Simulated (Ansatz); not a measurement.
Results of r²SCAN-D4 (PAW; Ansatz, a program for electronic structure) for hcp Ru.

Numerical settings: plane-wave cutoff 560 eV, 24×24×14 k mesh (along the axes of the cell as run), Fermi–Dirac smearing 0.05 eV, no spin polarisation, scalar-relativistic PAW data made under PBE.

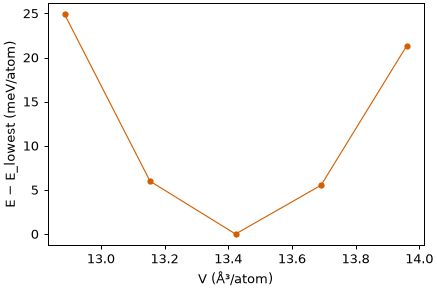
*Total energy against volume*

From the curve, estimate the equilibrium volume and the bulk modulus.

V0 ≈ 13.4 Å³/atom and B0 ≈ 340 GPa; the fit gives V0 = 13.423 Å³/atom, B0 = 343 GPa, B′ = 4.8.

Shape and atoms are relaxed at each volume.

Measured, for comparison: bulk modulus 318 GPa (zero-point energy and finite temperature contributions removed, our sources range from 318 to 336; as tabulated in doi:10.1021/acs.jctc.3c00612). Computed (rounded) less measured: bulk modulus +8 % (+2 % to +8 % over the range).

Note: the bulk modulus comes from volumes at which shape and atoms were relaxed.

The computed numbers hold no vibrational or temperature effects.
